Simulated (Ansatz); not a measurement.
A series of calculations on CH$_{4}$OS$_{2}$

## 1. Relaxation

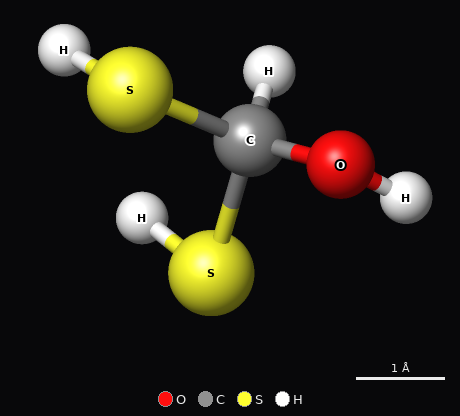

Starting structure of CH4OS2. The picture is a ball-and-stick view, seen from a free direction.

The run prepares an end point of a later path (torsion) calculation, from a guessed geometry.

These are results of Ansatz, RKS PBE0-D4/cc-pVDZ, not measurements.

Input
```yaml
crystal:
  periodic: [false, false, false]
  atoms:
    - { symbol: O, position_ang: [-0.41557, 1.32362, -0.89303] }
    - { symbol: C, position_ang: [-0.04514, 0.32272, -0.03983] }
    - { symbol: S, position_ang: [1.76717, 0.15, -0.2353] }
    - { symbol: S, position_ang: [-0.97517, -1.24432, -0.44199] }
    - { symbol: H, position_ang: [-1.37496, 1.43385, -0.90199] }
    - { symbol: H, position_ang: [-0.25741, 0.54152, 1.0144] }
    - { symbol: H, position_ang: [1.92956, -0.6317, 0.83331] }
    - { symbol: H, position_ang: [-0.62849, -1.89571, 0.66445] }
basis:
  gaussian: { orbitals: cc-pVDZ }
hamiltonian:
  xc: pbe0
  dispersion: d4
relax:
  f_tol: 0.015
  max_steps: 40
```

Command:
```bash
ansatz run input.yaml --threads 1 --pin off --max-ram 2048MiB --backend cpu --events-out ev --progress --plain --runs-dir out
```

**Where does the relaxation end?**

The atom that moves furthest after the best rigid fit is H8 (1.17 Å). Largest moves by element: H 1.17 Å, O 0.64 Å, S 0.62 Å, C 0.26 Å. Near-neighbour distances that change, for instance: C2–S4 1.866 → 1.837 Å, S3–H7 1.334 → 1.355 Å, C2–S3 1.831 → 1.846 Å, O1–C2 1.366 → 1.379 Å. Bond angles that change, for instance: O1–C2–H6 113.7° → 106.9°, S3–C2–S4 113.0° → 107.8°, C2–O1–H5 111.0° → 107.0°. Groups turn about O1–C2 by about 105°, C2–S4 by about 100°, C2–S3 by about 25°. Over 19 accepted moves (24 points after the start) the energy falls by 28.3 kJ/mol. The largest force component goes from 0.73 to 0.013 eV/Å. The line search rejected the trial steps at points 3, 8, 15, 19, 21 of the run. The run took 67 s on 1 thread of AMD EPYC 9R14 (Zen 4), on a shared host, peak memory 0.19 GiB.

The structure at the end:

```xyz
8

O    -0.8284    1.2065   -0.4171
C    -0.0358    0.2744    0.2188
S     1.7274    0.5617   -0.2465
S    -0.4506   -1.4660   -0.1995
H    -0.8031    1.0021   -1.3649
H    -0.1607    0.4327    1.2975
H     2.2246   -0.5642    0.3203
H    -1.6734   -1.4473    0.3916
```

After the run, drawn alike:

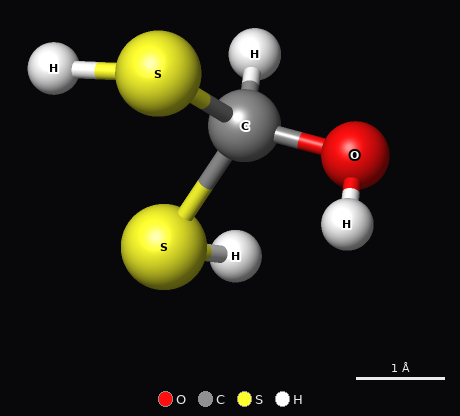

## 2. Relaxation

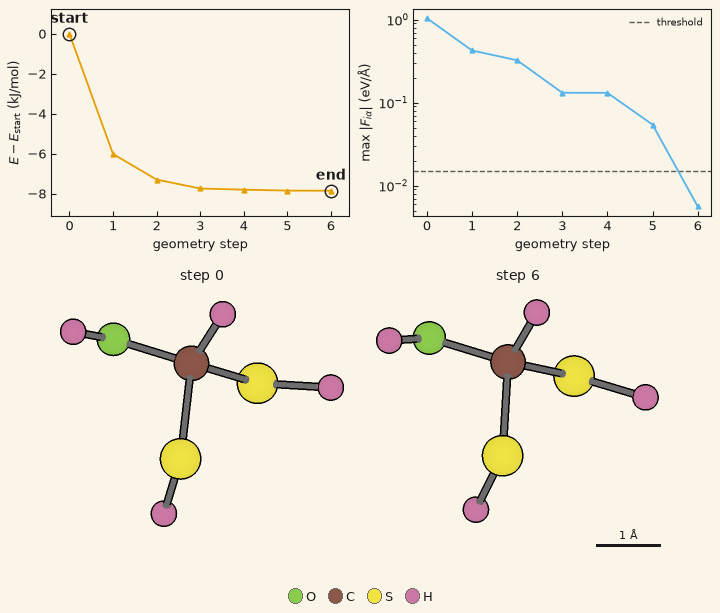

First and last geometry of a relaxation of CH$_{4}$OS$_{2}$, with the history of the run. A ball-and-stick model, seen at a tilt.

The run prepares an end point of a later path (torsion) calculation, from a guessed geometry.

Computed with RKS PBE0-D4/cc-pVDZ (Ansatz 0.2.0).

The input:
```yaml
crystal:
  periodic: [false, false, false]
  atoms:
    - { symbol: O, position_ang: [-0.41557, 1.32362, -0.89303] }
    - { symbol: C, position_ang: [-0.04514, 0.32272, -0.03983] }
    - { symbol: S, position_ang: [1.76717, 0.15, -0.2353] }
    - { symbol: S, position_ang: [-0.97517, -1.24432, -0.44199] }
    - { symbol: H, position_ang: [-1.37496, 1.43385, -0.90199] }
    - { symbol: H, position_ang: [-0.25741, 0.54152, 1.0144] }
    - { symbol: H, position_ang: [1.92956, -0.6317, 0.83331] }
    - { symbol: H, position_ang: [-0.32379, -1.5025, -1.57237] }
basis:
  gaussian: { orbitals: cc-pVDZ }
hamiltonian:
  xc: pbe0
  dispersion: d4
relax:
  f_tol: 0.015
  max_steps: 40
output:
  orbitals: {}
```

Command:
```bash
ansatz run input.yaml --threads 1 --pin off --max-ram 2048MiB --backend cpu --events-out ev --progress --plain --runs-dir out
```

Q: What do the curves and the structures tell?

A: It converged. After 6 geometry steps the energy has fallen by 7.85 kJ/mol. The largest force component goes from 1 to 0.0056 eV/Å. The largest move after the best rigid fit is that of H7, 0.16 Å. Largest moves by element: H 0.16 Å, S 0.11 Å, O 0.04 Å, C 0.02 Å. Some distances before and after: C2–S4 1.866 → 1.835 Å, S4–H8 1.330 → 1.356 Å, O1–C2 1.366 → 1.389 Å, S3–H7 1.334 → 1.353 Å. Bond angles that change, for instance: C2–O1–H5 111.0° → 106.7°, O1–C2–S4 110.2° → 113.3°, S4–C2–H6 106.1° → 103.4°.

## 3. Path

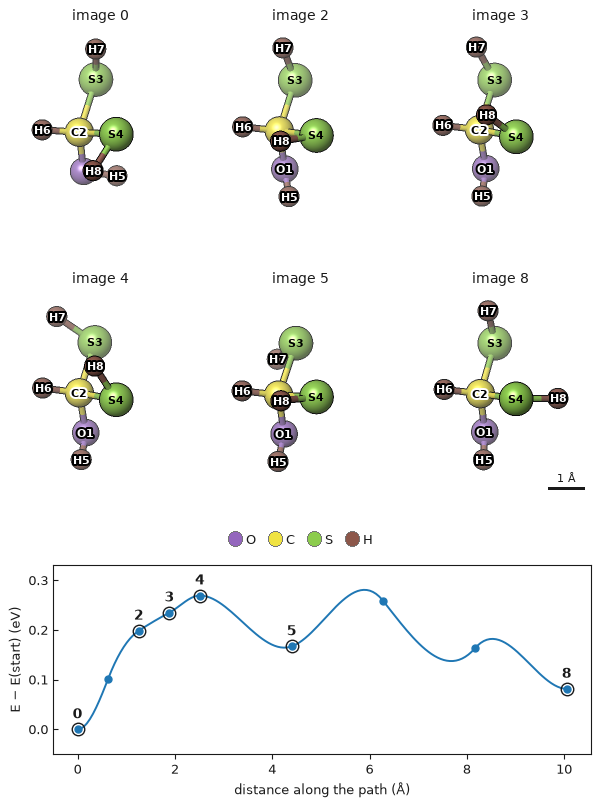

A nudged-elastic-band calculation for CH₄OS₂. Images are numbered from 0 (start) to 8 (end). Style: ball-and-stick. Shown from a free direction.

The calculation used RKS PBE0-D4/cc-pVDZ (Ansatz). Set-up: 7 movable images; climbing image; force threshold 0.05 eV/Å; iteration limit 58; starting path through a guess of the saddle point.

> Describe the mechanism and the energy profile.

The energy climbs by 0.269 eV to image 4 and then falls by 0.188 eV, so the end point sits at +0.081 eV. The profile has 2 maxima (images 4, 6) with a dip at image 5 (+0.167 eV), so the process runs in steps. The path has more than one stage, and so few images may leave a stage unresolved. No bond forms or breaks between the ends. Among the angles between lasting bonds that change up to the highest image: S3–C2–S4 107.8° → 114.6°, O1–C2–S4 113.9° → 107.5°. The band converged in 33 iterations. The largest component of the band force went from 220 to 0.043 eV/Å. The climbing image converged on the top of the path. Its vibrational analysis gives one imaginary mode (204i cm⁻¹), as a transition state must have.

The run took 9.6 min on 1 thread of AMD EPYC 9R14 (Zen 4), with other jobs on the host, peak memory 0.26 GiB.
